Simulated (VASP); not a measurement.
Band structure of SrIn3Au (space group I4mm). These are PBEsol GGA, VASP's PBE PAW potentials (set 64) (plane waves; VASP) values and carry that method's errors.

Unless said otherwise, spin-orbit coupling is left out, though it shifts the bands of the heavy elements here.

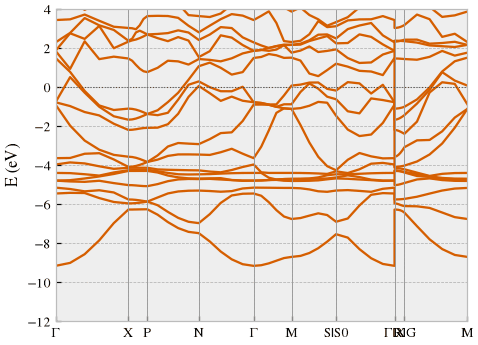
Figure. Bands along high-symmetry lines, zero at the valence-band maximum or, without a gap, the Fermi level

**Question.** Read the plot: is there a gap, and where are the band edges?

**Answer.** It has no gap at this level: it comes out as a metal or semimetal.

The structure comes from a computed database's SrIn3Au entry (I4mm); how it stands against other phases isn't given here. The cell was not relaxed at this level. The k-mesh is coarse (spacing up to 0.32 per Å, 2π included), so the numbers may not be converged in it.
